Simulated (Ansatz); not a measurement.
# HS (SMILES [SH]) at 6 levels

Aim: a comparison of 6 runs (U-r2SCAN/3-21G, U-revPBE/3-21G, UB2PLYP/3-21G, UPBE/3-21G, UHSE06/cc-pVDZ, UCCSDT/3-21G) of HS. 

Program for the calculation: Ansatz 0.2.0.

55 further runs of the same task are left out: 2 that didn't finish, 53 set aside as unsound or not needed.

**1. The structure to begin with**

HS has 2 atoms, charge 0, and is taken as a doublet. As SMILES, `[SH]`. The H2–S1 distance was set to 2.691 Å, away from the relaxed value.

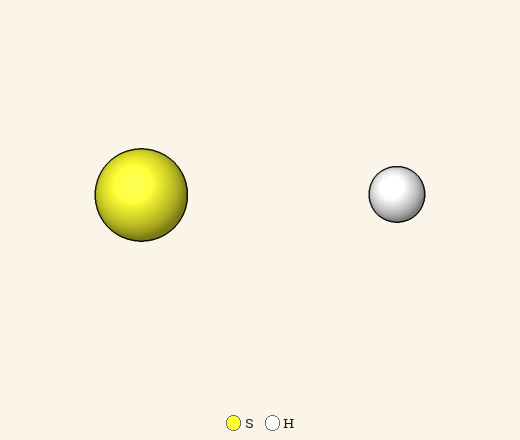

Viewed from a chosen angle; sulfur yellow, hydrogen white.

**2. A single-point energy at U-r2SCAN/3-21G (run 1)**

File molecule.yaml:

```yaml
crystal:
  periodic: [false, false, false]
  atoms:
    - {symbol: S, position_ang: [1.723693, -0.563434, 0.886387]}
    - {symbol: H, position_ang: [-0.574560, 0.187810, -0.295460]}
basis:
  gaussian: {orbitals: 3-21G.json}
magnetization: {spin_polarized: true, initial_magnetization: 1}
hamiltonian: {xc: r2scan}
accuracy: high
```

The basis set 3-21G is read from a file made from the Basis Set Exchange's data (not shown).

Run with:

```bash
$ ansatz run molecule.yaml --threads 1 --pin off --max-ram 3480MiB --events-out events.jsonl --progress --plain --runs-dir runs
```

Output:

```text
Warning: RAYON_NUM_THREADS=1 ignored (pool sized by the plan → 1); use --threads N
Functional definition: r2SCAN
  name "r2SCAN"
  parameter k0 = 0.174
  parameter k1 = 0.065
  parameter a1 = 4.9479
  exchange = r2scan_x(k0 = k0, k1 = k1, a1 = a1)
  correlation = r2scan_c
264 factors; integrals over basis functions are off by at most 3.6e-9 eV
mean field evaluation 1: about -10789.1809 eV, gradient 1.2e1 eV
mean field evaluation 2: about -10776.9117 eV, gradient 2.6e1 eV
mean field evaluation 4: about -10791.4821 eV, gradient 1.8e0 eV
mean field evaluation 8: about -10791.3261 eV, gradient 3.1e0 eV
mean field evaluation 16: about -10792.0658 eV, gradient 1.4e-6 eV
mean field evaluation 32: about -10792.0658 eV, gradient 3.0e-5 eV
mean field evaluation 64: about -10791.6759 eV, gradient 5.1e-4 eV
mean field evaluation 96: about -10791.8655 eV, gradient 1.3e0 eV
mean field -10792.06577601 eV, -396.6011021435 hartree, gradient 2.0e-8 eV, S^2 1.506471; 14 other end points of the search recorded, 0 dependent functions left out
reference -10792.06577683 eV, -396.6011021737 hartree; 9, 8 occupied and 6, 7 virtual orbitals, 264 factors
Total energy: -10792.06577683 eV, -396.6011021737 hartree
```

Run time: 7.5 s. Hardware: 1 thread of Arm Neoverse V1, shared host; peak memory 0.13 GiB.

**3. The energy at U-revPBE/3-21G (run 2)**

File input.yaml:

```yaml
crystal:
  periodic: [false, false, false]
  atoms:
    - {symbol: S, position_ang: [1.723693, -0.563434, 0.886387]}
    - {symbol: H, position_ang: [-0.574560, 0.187810, -0.295460]}
basis:
  gaussian:
    orbitals: 3-21G.json
magnetization:
  spin_polarized: true
  initial_magnetization: 1
hamiltonian:
  xc: {name: revPBE}
accuracy: high
```

The basis set 3-21G is read from a file made from the Basis Set Exchange's data (not shown).

Run with:

```bash
$ ansatz run input.yaml --threads 1 --pin off --max-ram 3480MiB --events-out events.jsonl --progress --plain --runs-dir runs
```

Output (excerpt; [...] marks lines left out):

```text
Warning: RAYON_NUM_THREADS=1 ignored (pool sized by the plan → 1); use --threads N
Functional definition: revPBE
  name "revPBE"
[...]
264 factors; integrals over basis functions are off by at most 3.6e-9 eV
[...]
mean field -10791.40728292 eV, -396.5769029686 hartree, gradient 9.1e-9 eV, S^2 1.490403; 13 other end points of the search recorded, 0 dependent functions left out
reference -10791.40728514 eV, -396.5769030504 hartree; 9, 8 occupied and 6, 7 virtual orbitals, 264 factors
Total energy: -10791.40728514 eV, -396.5769030504 hartree
```

Run time: 2.5 s. Hardware: 1 thread of Arm Neoverse V1, shared host.

Runs 3 to 5 aren't shown in full; the table further down has their settings and results.

**4. The energy at UCCSDT/3-21G (run 6)**

File molecule.yaml:

```yaml
crystal:
  periodic: [false, false, false]
  atoms:
    - {symbol: S, position_ang: [1.723693, -0.563434, 0.886387]}
    - {symbol: H, position_ang: [-0.574560, 0.187810, -0.295460]}
basis:
  gaussian:
    orbitals: 3-21G.json
magnetization:
  spin_polarized: true
  initial_magnetization: 1
correlation:
  method: ccsdt
  frozen_orbitals: {H: 0, S: 5}
accuracy: high
scf:
  omitted_lower_state_checks: [cluster_reference, increment]
```

The basis set 3-21G is read from a file made from the Basis Set Exchange's data (not shown).

Run with:

```bash
$ ansatz run molecule.yaml --threads 1 --pin off --max-ram 3480MiB --events-out events.jsonl --progress --plain --runs-dir runs
```

Output:

```text
Warning: RAYON_NUM_THREADS=1 ignored (pool sized by the plan → 1); use --threads N
[... 18 lines left out ...]
5 core orbitals not correlated: weight in the atoms' cores, before any rotation towards them, 1.000 or more for the frozen orbitals, at most 0.000 for the correlated occupied ones
[... 41 lines left out ...]
WARN: these amplitudes may be one of several solutions (largest doubles amplitude 0.51, level shift 0.00 eV)
Total energy: -10777.96391257 eV, -396.0828682204 hartree
Checks for a lower state left out: cluster_reference, increment
```

Wall time 1 s (1 thread of Arm Neoverse V1, shared host).

**5. Overview of the runs**

```tsv
run	level	frozen core orbitals	energy (Eh)	⟨S²⟩	wall time
1	U-r2SCAN/3-21G	–	-396.601102	1.506	7.5 s
2	U-revPBE/3-21G	–	-396.576903	1.490	2.5 s
3	UB2PLYP/3-21G	5	-396.499437	1.632	3.9 s
4	UPBE/3-21G	–	-396.470672	1.482	2.6 s
5	UHSE06/cc-pVDZ	–	-398.468745	1.587	6 s
6	UCCSDT/3-21G	5	-396.082868	1.690	1 s
```

**6. What came out**

| quantity | value |
| --- | --- |
| run 6: total energy | -396.08287 Eh |
| run 6: correlation energy (5 core orbitals frozen) | -32.6 mEh |
| run 6: ⟨S²⟩ of the reference determinant | 1.690 |
| run 6: T1 diagnostic | 0.057 |

What this shows: Totals of different functionals can't be ranked against each other. Spin contamination of the reference: run 6 ⟨S²⟩ = 1.69, run 3 ⟨S²⟩ = 1.63, run 5 ⟨S²⟩ = 1.59, run 1 ⟨S²⟩ = 1.51, run 2 ⟨S²⟩ = 1.49, run 4 ⟨S²⟩ = 1.48. Where it is this large, the reference is a mixture of spin states, and values that rest on it are in doubt. All runs together took 24 s, the longest 7.5 s.
